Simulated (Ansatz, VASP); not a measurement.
# Cross-check of ZnSe (Stilleite) between VASP and Ansatz

One calculation is typed for both programs; each brings its own data sets. How far apart do they land? Valence electrons are named where the data sets of a main pair hold unlike numbers.

Calculated with Ansatz 0.2.0; plane waves, with VASP 6.6.1 beside it; band structure at PBE.

## 1. Starting point

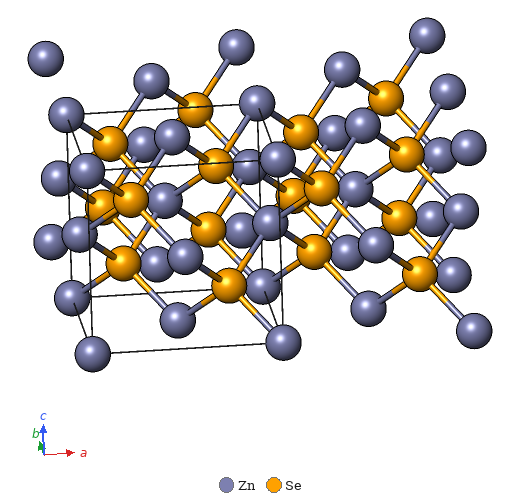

The starting structure, seen slightly off an axis (zinc blue, selenium orange). 2×2×1 cells are drawn. This picture shows the conventional cell, with its axes. Bonds to atoms that aren't drawn are left out. Some periodic images of atoms are drawn too.

Structure file:

```cif
data_structure
_symmetry_space_group_name_H-M 'F-43m'
_symmetry_Int_Tables_number 216
_cell_length_a 5.6676
_cell_length_b 5.6676
_cell_length_c 5.6676
_cell_angle_alpha 90.000
_cell_angle_beta 90.000
_cell_angle_gamma 90.000
_cell_volume 182.05
loop_
_atom_site_label
_atom_site_type_symbol
_atom_site_symmetry_multiplicity
_atom_site_Wyckoff_symbol
_atom_site_fract_x
_atom_site_fract_y
_atom_site_fract_z
_atom_site_occupancy
Zn1 Zn 4 a 0.00000 0.00000 0.00000 1
Se1 Se 4 d 0.25000 0.25000 0.75000 1
```

## 2. Ansatz: band structure, PBE

Ansatz runs on its default PAW (the set named soft_2) files.

Levels along a path test the potential and the projectors away from the mesh points.

input.yaml reads:

```yaml
crystal:
  lattice:
    - [0.0, 2.8338, 2.8338]
    - [2.8338, 0.0, 2.8338]
    - [2.8338, 2.8338, 0.0]
  atoms:
    - { symbol: Zn, position: [0.0, 0.0, 0.0] }
    - { symbol: Se, position: [0.25, 0.25, 0.25] }
hamiltonian:
  xc: pbe
  pseudopotentials: { kind: paw }
kpoints:
  mp_grid: { grid: [6, 6, 6] }
  band_path:
    path:
      - [0.0, 0.0, 0.0]
      - [0.18182, 0.0, 0.18182]
      - [0.36364, 0.0, 0.36364]
      - [0.5, 0.0, 0.5]
      - [0.5, 0.09091, 0.59091]
      - [0.5, 0.18182, 0.68182]
      - [0.5, 0.25, 0.75]
      - [0.45455, 0.29545, 0.75]
      - [0.40909, 0.34091, 0.75]
      - [0.375, 0.375, 0.75]
      - [0.20455, 0.20455, 0.40909]
      - [0.06818, 0.06818, 0.13636]
      - [0.04545, 0.04545, 0.04545]
      - [0.22727, 0.22727, 0.22727]
      - [0.40909, 0.40909, 0.40909]
      - [0.51136, 0.47727, 0.51136]
      - [0.55682, 0.38636, 0.55682]
      - [0.60227, 0.29545, 0.60227]
      - [0.61364, 0.25, 0.63636]
      - [0.56818, 0.25, 0.68182]
      - [0.51136, 0.25, 0.73864]
      - [0.5, 0.29545, 0.70455]
      - [0.5, 0.38636, 0.61364]
      - [0.5, 0.47727, 0.52273]
      - [0.47727, 0.47727, 0.54545]
      - [0.43182, 0.43182, 0.63636]
      - [0.38636, 0.38636, 0.72727]
      - [0.60227, 0.20455, 0.60227]
      - [0.55682, 0.11364, 0.55682]
      - [0.5, 0.0, 0.5]
    npoints: 1
scf:
  occupations: { method: gaussian, width: 0.01 }
  n_extra_bands: 7
output:
  forces: true
  stress: true
  eigenvalues: true
```

The run is started by

```
> ansatz run input.yaml --threads 2 --pin off --max-ram 4608MiB --backend cpu --events-out ev --progress --plain --runs-dir out
```

Numbers of over 12 decimals in the logs are rounded to 6 here.

The program printed:

```text
scf.n_extra_bands = 7 over 14 filled bands (N_el = 28.0): the run solves 21 bands
Engine: ansatz 0.2.0, x86_64-unknown-linux-gnu
Pseudopotentials: kind: paw
Pseudopotential: Zn, paw, valence charge 12, recommended cutoff 420 eV (normal), Zn.paw.azcp
Pseudopotential: Se, paw, valence charge 16, recommended cutoff 420 eV (normal), Se.paw.azcp
Functional definition: PBE
  parameter kappa = 0.804
  parameter beta = 0.066725
  exchange = pbe_x(kappa = kappa, mu = beta*pi^2/3)
  correlation = pbe_c(beta = beta)
Crystal: 2 atoms, lattice volume = 45.513 Å³
Basis set: ecut = 420 eV, 893 PW (Γ), exchange–correlation on 54×54×54 points (8 copies of the dense FFT grid, shifted against one another)
Bands: 21, of which v1, the nominal top of the filled ones, is band 14 counted from 1 (13 counted from 0)
Symmetry: 24 space group operations
Space group: F-43m (ITA 216), of the structure as read, at distance tolerance 3.6e-5 Å
k-points: 16 of 216 (time reversal used)
Non-local potential: Zn, projectors of the file, l = 0: 2, l = 1: 2, l = 2: 3, l = 3: 1
Non-local potential: Se, projectors of the file, l = 0: 2, l = 1: 2, l = 2: 3, l = 3: 1
PAW form: soft (Blöchl's): semilocal exchange-correlation on the pseudo side does not see the compensation charge
PAW one-centre angular grid: Zn, 590 points (default); XC on 64 Gauss nodes
PAW one-centre angular grid: Se, 590 points (default); XC on 64 Gauss nodes
Initial density: superposition of atomic densities (neutral atoms: chi_scale 0, normalization atom), corrected by the library's trained network
Initial wavefunctions: pseudopotential atomic-orbital guess
Functional: x = pbe(κ = 0.804, μ = 0.219515), c = pbe(β = 0.066725)
SCF iter   1: F=—  HF=-8789.521112 eV  |F-HF|=—  |Δ(HF+E_count)|=         —  Δρ=6.46e-4  dr2=2.61e-4  ethr=1.77e-3  ⟨swp⟩=6.0  Hψ=1710  notcnv=0
preconditioner: auto → none  [insulator: Δε(μ)=1.281 eV  Ē_g=14.434 eV  σ=0.010 eV  W_gap=1.00  n_scr=14 (ndim 8)  ℏωp=23.4 eV  f_vac=0.121  D(μ)=0.00/eV (n_scr^D=0)  ε∞_Penn≈3.6]
SCF iter   2: F=—  HF=-8789.521060 eV  |F-HF|=—  |Δ(HF+E_count)|=   5.25e-5  Δρ=3.37e-4  dr2=2.77e-5  ethr=9.32e-7  ⟨swp⟩=2.0  Hψ=760  notcnv=0  defer=39
SCF iter   3: F=—  HF=-8789.521076 eV  |F-HF|=—  |Δ(HF+E_count)|=   1.61e-5  Δρ=1.47e-4  dr2=4.63e-6  ethr=9.89e-8  ⟨swp⟩=2.7  Hψ=518  notcnv=0  defer=39
SCF iter   4: F=—  HF=-8789.521078 eV  |F-HF|=—  |Δ(HF+E_count)|=   2.46e-6  Δρ=6.66e-5  dr2=7.09e-7  ethr=1.65e-8  ⟨swp⟩=2.0  Hψ=425  notcnv=0  defer=39
SCF iter   5: F=—  HF=-8789.521081 eV  |F-HF|=—  |Δ(HF+E_count)|=   2.76e-6  Δρ=2.05e-5  dr2=2.12e-7  ethr=2.53e-9  ⟨swp⟩=2.0  Hψ=521  notcnv=0  defer=39
SCF iter   6: F=-8789.521081 eV  HF=-8789.521081 eV  |F-HF|=7.69e-9  |Δ(HF+E_count)|=   1.93e-7  Δρ=3.65e-6  dr2=4.66e-9  ethr=3.57e-10  ⟨swp⟩=7.7  Hψ=1530  notcnv=0
SCF 1 converged in 6 iterations: F = -8789.521081 eV  dr2 = 4.66e-9
  greatest PAW one-centre occupation: 1.000 electrons in one spin orbital (limit 2), on the Se atom at site 1 (counted from 0), in its partial waves of l = 2
NSCF: frozen V_eff on 30 k-points
SCF converged after 6 iterations
Free energy (F): -8789.521081 eV
Harris-Foulkes:  -8789.521081 eV  (|F-HF|=7.69e-9)
Internal energy: -8789.521081 eV  (E = F + TS)
E sigma→0 (E₀):  -8789.521081 eV
Fermi energy:    7.425227 eV
--- Per-component energies (eV) ---
  E_band       = -381.335907
  E_kinetic    = 250.174365
  E_local      = -4391.044448  (includes V_loc(G=0)·N_el)
  E_nonlocal   = 18.364916
  E_hartree    = 2034.796145
  E_xc         = -241.519204
  E_vxc        = -150.313819  (∫ρ·V_xc dr)
  E_paw        = -3739.349120  (= ΣΔE_a)
  E_vpaw       = -178.108111  (= ΣTr[D̂ρ^β])
  E_aug_tail   = -0.000889  (compensation charges beyond the density's cutoff)
  E_ewald      = -2720.942845
  E_smearing   = -0.000000  (= −TS)
  E_closure    = -0.000000  (closes the sum)
  Σ components = -8789.521081   (vs F -8789.521081, Δ=0.00e0)
--- Forces (eV/Å), atoms counted from 1 ---
  atom   1  Zn     0.00000000    -0.00000000    -0.00000000
  atom   2  Se    -0.00000000    -0.00000000    -0.00000000
  max |Σ_I F_I| component: 1.94e-16 eV/Å
--- Stress (GPa, compression-positive) ---
        2.126363      -0.000000      -0.000000
       -0.000000       2.126363       0.000000
       -0.000000       0.000000       2.126363
  P = ⅓ Tr σ = 2.1264 GPa (21.264 kbar)
--- Band table (eV; the first three rows and the last of 16) ---
  k-point 0: bands = [... 10 lower, 0.6109, 6.7819, 6.7819, 6.7819, 8.0685, 12.5901, 12.5901, 12.5901, ... 3 higher]
  k-point 1: bands = [... 10 lower, 0.6091, 4.8772, 6.5293, 6.5293, 9.3310, 12.6563, 12.9923, 12.9923, ... 3 higher]
  k-point 2: bands = [... 10 lower, 0.6173, 2.7261, 6.1016, 6.1016, 9.4621, 13.2644, 13.2644, 14.3490, ... 3 higher]
  k-point 15: bands = [... 10 lower, 0.8814, 2.0780, 4.1580, 4.2294, 11.2516, 11.5899, 15.0497, 15.3873, ... 3 higher]
```

It took 1.4 s on 2 threads of AMD EPYC 7B13 (Zen 3), shared host; peak memory 0.35 GiB; 2.6 s of CPU time.

The column dr2 measures how far the density is from self-consistency, as an energy; F and HF (Harris–Foulkes) agree once it is small.

## 3. VASP: band structure, PBE

The same cell, functional, mesh and smearing now go to VASP, with its own data sets.

Lines of VASP's logs that name or quote its potential files are left out, and so is its time.

INCAR reads:

```
SYSTEM = ZnSe
PREC = Accurate
ENCUT = 350
EDIFF = 1E-08
NELM = 100
ISMEAR = 0
SIGMA = 0.01
LREAL = .FALSE.
ALGO = Normal
GGA = PE
NBANDS = 15
LORBIT = 11
LWAVE = .TRUE.
LCHARG = .FALSE.
KPAR = 8
```

POSCAR reads:

```
ZnSe
1.0
    0.0000000000      2.8338000000      2.8338000000
    2.8338000000      0.0000000000      2.8338000000
    2.8338000000      2.8338000000      0.0000000000
Zn Se
1 1
Direct
    0.0000000000      0.0000000000      0.0000000000
    0.2500000000      0.2500000000      0.2500000000
```

KPOINTS reads:

```
Automatic mesh
0
Gamma
6 6 6
0 0 0
```

KPOINTS_OPT reads:

```
Line mode
12
Line-mode
Reciprocal
  0.00000000   0.00000000   0.00000000 GAMMA
  0.50000000   0.00000000   0.50000000 X

  0.50000000   0.00000000   0.50000000 X
  0.50000000   0.25000000   0.75000000 W

  0.50000000   0.25000000   0.75000000 W
  0.37500000   0.37500000   0.75000000 K

  0.37500000   0.37500000   0.75000000 K
  0.00000000   0.00000000   0.00000000 GAMMA

  0.00000000   0.00000000   0.00000000 GAMMA
  0.50000000   0.50000000   0.50000000 L

  0.50000000   0.50000000   0.50000000 L
  0.62500000   0.25000000   0.62500000 U

  0.62500000   0.25000000   0.62500000 U
  0.50000000   0.25000000   0.75000000 W

  0.50000000   0.25000000   0.75000000 W
  0.50000000   0.50000000   0.50000000 L

  0.50000000   0.50000000   0.50000000 L
  0.37500000   0.37500000   0.75000000 K

  0.62500000   0.25000000   0.62500000 U
  0.50000000   0.00000000   0.50000000 X
```

PAW data sets: Zn_GW and Se_GW (PBE family, release 64).

The run is started by

```
> mpirun -np 8 vasp_std
```

The program printed:

```text
[banner, memory and clock lines left out]
running    8 mpi-ranks, on    1 nodes
 distrk:  each k-point on    1 cores,    8 groups
 distr:  one band on    1 cores,    1 groups

 POSCAR found type information on POSCAR ZnSe
 POSCAR found :  2 types and       2 ions
|                                                                             |
|           W    W    AA    RRRRR   N    N  II  N    N   GGGG   !!!           |
|           W    W   A  A   R    R  NN   N  II  NN   N  G    G  !!!           |
|           W    W  A    A  R    R  N N  N  II  N N  N  G       !!!           |
|           W WW W  AAAAAA  RRRRR   N  N N  II  N  N N  G  GGG   !            |
|           WW  WW  A    A  R   R   N   NN  II  N   NN  G    G                |
|           W    W  A    A  R    R  N    N  II  N    N   GGGG   !!!           |
|                                                                             |
|     For optimal performance we recommend to set                             |
|       NCORE = 2 up to number-of-cores-per-socket                            |
|     NCORE specifies how many cores store one orbital (NPAR=cpu/NCORE).      |
|     This setting can greatly improve the performance of VASP for DFT.       |
|     The default, NCORE=1 might be grossly inefficient on modern             |
|     multi-core architectures or massively parallel machines. Do your        |
|     Unfortunately you need to use the default for GW and RPA                |
|     calculations (for HF NCORE is supported but not extensively tested      |
|     yet).                                                                   |
|                                                                             |

 LDA part: xc-table for (Slater+PW92), standard interpolation
 POSCAR, INCAR and KPOINTS ok, starting setup
 FFT: planning ... GRIDC
 FFT: planning ... GRID_SOFT
 FFT: planning ... GRID
 WAVECAR not read
 entering main loop
       N       E                     dE             d eps       ncg     rms          rms(c)
DAV:   1     0.107381219154E+03    0.10738E+03   -0.69311E+03   487   0.153E+03
DAV:   2     0.332055039423E+00   -0.10705E+03   -0.10017E+03   544   0.272E+02
DAV:   3    -0.620898846573E+01   -0.65410E+01   -0.64887E+01   737   0.681E+01
DAV:   4    -0.631124588935E+01   -0.10226E+00   -0.10224E+00   561   0.715E+00
DAV:   5    -0.631358938097E+01   -0.23435E-02   -0.23434E-02   758   0.128E+00    0.251E+00
DAV:   6    -0.604404425455E+01    0.26955E+00   -0.68875E-01   754   0.501E+01    0.125E+00
DAV:   7    -0.601849478028E+01    0.25549E-01   -0.19287E-01   696   0.107E+01    0.579E-01
DAV:   8    -0.601660306506E+01    0.18917E-02   -0.88723E-03   776   0.353E+00    0.270E-01
DAV:   9    -0.601691949578E+01   -0.31643E-03   -0.23111E-03   748   0.493E-01    0.254E-02
DAV:  10    -0.601698388699E+01   -0.64391E-04   -0.10012E-04   718   0.212E-01    0.108E-02
DAV:  11    -0.601700177260E+01   -0.17886E-04   -0.29591E-05   564   0.695E-02    0.214E-03
DAV:  12    -0.601700259277E+01   -0.82017E-06   -0.94323E-07   645   0.110E-02    0.896E-04
DAV:  13    -0.601700288362E+01   -0.29085E-06   -0.21015E-07   571   0.302E-03    0.244E-04
DAV:  14    -0.601700288520E+01   -0.15809E-08   -0.92201E-09   493   0.220E-03
   1 F= -.60170029E+01 E0= -.60170029E+01  d E =-.105300E-71
 Start KPOINTS_OPT (optional k-point list driver)
k-point batch [1-16\120]
       N       E                     dE             ncg
DAV:   1     0.956718001749E+03   -0.43962E+04      488
DAV:   2    -0.729786318214E+03   -0.16865E+04      537
DAV:   3    -0.842116629314E+03   -0.11233E+03      751
DAV:   4    -0.843933772484E+03   -0.18171E+01      606
DAV:   5    -0.843973848761E+03   -0.40076E-01      727
DAV:   6    -0.843974334343E+03   -0.48558E-03      613
DAV:   7    -0.843974340678E+03   -0.63356E-05      734
DAV:   8    -0.843974340762E+03   -0.83340E-07      625
DAV:   9    -0.843974340763E+03   -0.14816E-08      527
[...]
k-point batch [113-120\120]
       N       E                     dE             ncg
DAV:   1     0.481305843471E+04   -0.41214E+04      247
DAV:   2     0.394831652137E+04   -0.86474E+03      268
DAV:   3     0.389453700582E+04   -0.53780E+02      372
DAV:   4     0.389356011438E+04   -0.97689E+00      306
DAV:   5     0.389354347998E+04   -0.16634E-01      357
DAV:   6     0.389354324151E+04   -0.23847E-03      306
DAV:   7     0.389354323802E+04   -0.34938E-05      364
DAV:   8     0.389354323798E+04   -0.35245E-07      334
DAV:   9     0.389354323798E+04   -0.98225E-09      267
 writing wavefunctions
```

OUTCAR, selected parts (step 3):

```text
ion  position               nearest neighbor table
   1  0.000  0.000  0.000-   2 2.45   2 2.45   2 2.45   2 2.45
   2  0.250  0.250  0.250-   1 2.45   1 2.45   1 2.45   1 2.45

  LATTYP: Found a face centered cubic cell.
 ALAT       =     5.6676000000

 Subroutine GETGRP returns: Found 24 space group operations
 (whereof 24 operations were pure point group operations)

The static configuration has the point symmetry T_d .

 Found     16 irreducible k-points:

   k-points           NKPTS =     16   k-points in BZ     NKDIM =     16   number of bands    NBANDS=     15

   dimension x,y,z NGX =    24 NGY =   24 NGZ =   24
   dimension x,y,z NGXF=    48 NGYF=   48 NGZF=   48

   ENCUT  =  350.0 eV  25.72 Ry    5.07 a.u.   6.11  6.11  6.11*2*pi/ulx,y,z

   NELECT =      18.0000    total number of electrons

 k-points in reciprocal lattice and weights: Automatic mesh
   0.00000000  0.00000000  0.00000000       0.005
   0.16666667  0.00000000  0.00000000       0.037
   0.33333333  0.00000000  0.00000000       0.037
   0.50000000  0.00000000  0.00000000       0.019
   0.16666667  0.16666667  0.00000000       0.028
   0.33333333  0.16666667  0.00000000       0.111
   0.50000000  0.16666667  0.00000000       0.111
  -0.33333333  0.16666667  0.00000000       0.111
  -0.16666667  0.16666667  0.00000000       0.056
[...]
-0.33333333  0.33333333  0.16666667       0.111
  -0.33333333  0.50000000  0.16666667       0.056

 average (electrostatic) potential at core
       1 -65.3317       2 -54.9361

 E-fermi :   2.7736

 k-point     1 :       0.0000    0.0000    0.0000
  band No.  band energies     occupation
    ...
      5      -3.5234      2.00000
      6      -3.5234      2.00000
      7       2.6486      2.00000
      8       2.6486      2.00000
      9       2.6486      2.00000
     10       3.9253      0.00000
     11       8.4461      0.00000
     12       8.4461      0.00000
     13       8.4461      0.00000
     14      12.5718      0.00000
    ...

 k-point     2 :       0.1667    0.0000    0.0000
  band No.  band energies     occupation
    ...
      5      -3.5251      2.00000
      6      -3.5251      2.00000
      7       0.7414      2.00000
      8       2.3959      2.00000
      9       2.3959      2.00000
     10       5.1896      0.00000
     11       8.5157      0.00000
     12       8.8478      0.00000
     13       8.8479      0.00000
     14      13.1028      0.00000
    ...

 k-point     3 :       0.3333    0.0000    0.0000
  band No.  band energies     occupation
    ...
      5      -3.5167      2.00000
      6      -3.5167      2.00000
      7      -1.4092      2.00000
      8       1.9681      2.00000
      9       1.9681      2.00000
     10       5.3204      0.00000
     11       9.1198      0.00000
     12       9.1198      0.00000
     13      10.2109      0.00000
     14      13.0628      0.00000
    ...

  Total        0.5968000      0.5968000      0.5968000      0.0000000      0.0000000      0.0000000
  in kB       21.0088288     21.0088288     21.0088288      0.0000000      0.0000000      0.0000000
  external PRESSURE =      21.0088288 kB  Pullay stress =       0.0000000 kB

  energy-cutoff  :      350.00
  volume of cell :       45.51
      direct lattice vectors                 reciprocal lattice vectors
     0.000000000  2.833800000  2.833800000    -0.176441527  0.176441527  0.176441527
     2.833800000  0.000000000  2.833800000     0.176441527 -0.176441527  0.176441527
     2.833800000  2.833800000  0.000000000     0.176441527  0.176441527 -0.176441527

 POSITION                                       TOTAL-FORCE (eV/Angst)
 -----------------------------------------------------------------------------------
      0.00000      0.00000      0.00000        -0.000000     -0.000000     -0.000000
      1.41690      1.41690      1.41690         0.000000      0.000000      0.000000
 -----------------------------------------------------------------------------------
    total drift:                               -0.000001     -0.000001      0.000000

  FREE ENERGIE OF THE ION-ELECTRON SYSTEM (eV)
  ---------------------------------------------------
  free  energy   TOTEN  =        -6.0170028852 eV

  energy  without entropy=       -6.0170028852  energy(sigma->0) =       -6.01700289

 total charge
# of ion       s       p       d       tot
------------------------------------------
    1        0.513   0.436   9.761  10.711
    2        1.423   2.387   0.030   3.840
--------------------------------------------------
tot          1.936   2.823   9.791  14.550

[... 3 further parts left out ...]
```

The run ends at a pressure of 2.10 GPa.

## 4. Differences

Known differences besides the potentials themselves: the data sets hold 28 valence electrons in Ansatz (on its default PAW (the set named soft_2) files) and 18 in VASP; the cutoff is 420 eV in Ansatz and 350 eV in VASP; VASP leaves aspherical gradient terms in its spheres out (LASPH is not set), Ansatz keeps them. Total energies have different zeros and are not compared.

Both answers:

```csv
quantity,Ansatz,VASP,difference
gap over the path points (eV),1.287,1.277,+0.010
```

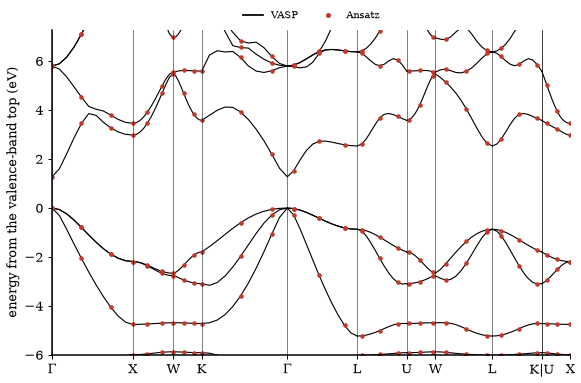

Bands from VASP (lines) and levels from Ansatz (dots). Dots without a line are higher empty bands that the VASP plot leaves out.

Levels at points of the path, from each program's valence-band top (eV; 4 filled, then empty):

```csv
k (reciprocal lattice),Ansatz,VASP
0.000 0.000 0.000,-6.17 0.00 0.00 0.00 1.29 5.81 5.81,-6.17 0.00 0.00 0.00 1.28 5.80 5.80
0.182 0.000 0.182,-6.16 -2.05 -0.79 -0.79 3.46 4.54 7.11,-6.16 -2.06 -0.79 -0.79 3.45 4.53 7.10
0.364 0.000 0.364,-6.13 -4.05 -1.88 -1.88 3.28 3.80 9.35,-6.13 -4.05 -1.88 -1.88 3.27 3.79 9.34
0.500 0.000 0.500,-5.99 -4.75 -2.19 -2.19 2.99 3.46 10.73,-5.99 -4.75 -2.19 -2.19 2.98 3.46 10.72
0.500 0.091 0.591,-5.96 -4.74 -2.36 -2.34 3.48 3.92 9.85,-5.96 -4.74 -2.36 -2.34 3.47 3.92 9.84
0.500 0.182 0.682,-5.89 -4.70 -2.67 -2.59 4.70 5.00 7.94,-5.89 -4.70 -2.67 -2.59 4.70 5.00 7.93
0.500 0.250 0.750,-5.87 -4.68 -2.76 -2.66 5.48 5.55 6.97,-5.87 -4.68 -2.76 -2.66 5.48 5.55 6.95
0.455 0.295 0.750,-5.88 -4.69 -2.93 -2.34 4.71 5.62 7.49,-5.88 -4.69 -2.93 -2.34 4.70 5.62 7.48
0.409 0.341 0.750,-5.90 -4.71 -3.06 -1.92 3.83 5.61 8.51,-5.90 -4.71 -3.06 -1.92 3.82 5.60 8.50
0.375 0.375 0.750,-5.91 -4.72 -3.09 -1.79 3.59 5.60 9.05,-5.91 -4.72 -3.09 -1.79 3.58 5.59 9.04
```

Among the levels compared at these points, filled levels agree within 3 meV and empty ones within 14 meV. Not compared: the pressure (VASP's GW data sets at this cutoff don't carry it).

## 5. Summary of results

```json
{
 "largest difference of a filled level at the path points (band structure, PBE)": "2.7 meV"
}
```

In words: The largest difference of a filled level at the path points is 2.7 meV (band structure, PBE), within the 80 meV picked in this series as the mark of a large difference. The data sets hold unlike numbers of valence electrons (28 in Ansatz and 18 in VASP), so part of the differences comes from the potentials. How closely two codes agree says nothing of how well the functional describes the real material.

[Lines on the potential files, build, host, timing and source positions are cut from VASP's logs without a mark.]

[Logs are printed without paths, hosts, clocks, repeated set-up lines and the standing remarks that a program may print on its own settings, such as how far it seeks lower states.]

[Hosts, paths, dates, database ids (printed as entryN), source tags and the programs' standing remarks are cut or masked in the printed files.]
